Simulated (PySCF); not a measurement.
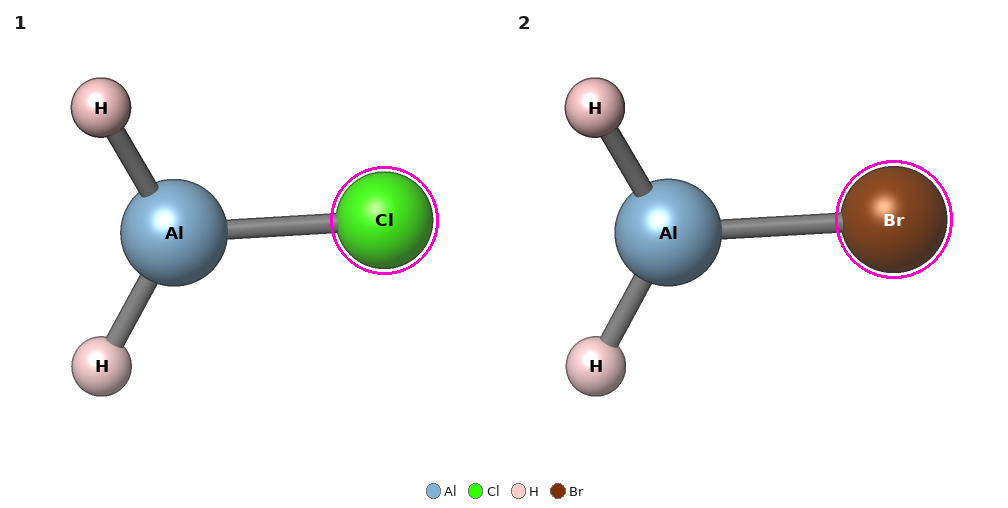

2 molecules with one skeleton, seen from the same side and at one scale; the atom that differs is circled. Each species is neutral and a spin singlet. Computed geometries: PBE0-D3(BJ)/def2-SVP optimisations, one conformation each. Properties computed with PySCF 2.14.0.

One atom differs, called X below: Cl in panel 1, Br in panel 2. Their formulas are AlClH2 (`[AlH2][Cl]`), AlBrH2 (`[AlH2][Br]`).

**In which is the dipole moment larger (PBE0/aug-cc-pVDZ)?**

In panel 1 (X = Cl).

**In which is the HOMO–LUMO gap larger (PBE0/aug-cc-pVDZ)?**

In panel 1 (X = Cl).

Give the values. With PBE0-D3(BJ)/def2-SVP: length of X–Al (Å), mean angle X–Al–H (°). With PBE0/aug-cc-pVDZ: dipole moment (D), HOMO energy (Kohn–Sham orbital) (eV), HOMO–LUMO gap (eV).

```tsv
quantity	1 (Cl)	2 (Br)	2 − 1
length of X–Al (Å)	2.107	2.259	+0.152
mean angle X–Al–H (°)	117.5	117.5	0.0
dipole moment (D)	1.37	1.27	−0.10
HOMO energy (Kohn–Sham orbital) (eV)	−8.58	−8.27	+0.31
HOMO–LUMO gap (eV)	6.82	6.43	−0.39
```
